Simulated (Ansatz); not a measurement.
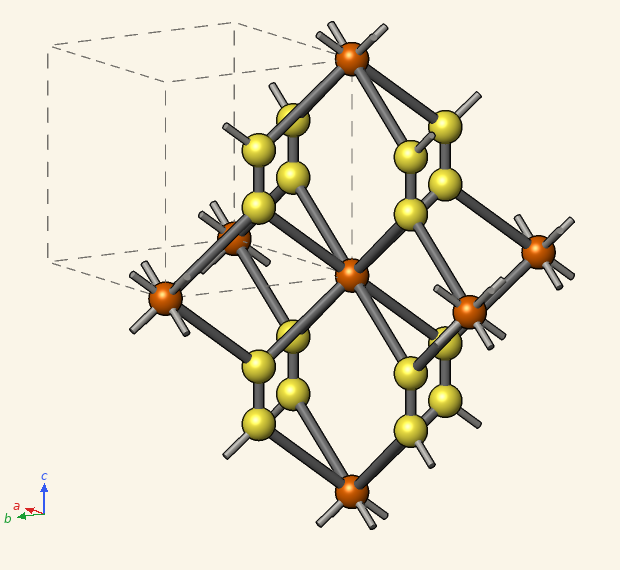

The picture shows a finite piece of the underlying net of a crystal structure, nodes on the atoms' positions. Nodes are coloured by topological kind. Short stubs are edges that leave the cut-out.

Q: What net is this?

A: A binodal (3,8)-connected, three-periodic net.

Q: Give point symbol and coordination sequence of each kind of node.

A: 3-connected node: 4·6², sequence 3, 15, 26, 53, 89; 8-connected node: 4⁴·6¹²·8¹², sequence 8, 12, 34, 64, 88.

The net was derived as follows. The compound is RbO₄ (space group P4/mmm, No. 123), taken as coordinates from a relaxation at fixed volume with Ansatz 0.2.0, DFT PBE, scalar-relativistic, plane waves, PAW; the starting structure was generated, so it need not be a known form of this composition. Bonds are taken as O–O below 1.4 Å and O–Rb below 3.4 Å. Simplification: prune 0- and 1-connected atoms, fold 2-connected ones into links. O is a 3-connected node; Rb is an 8-connected node, in the ratio 4:1.
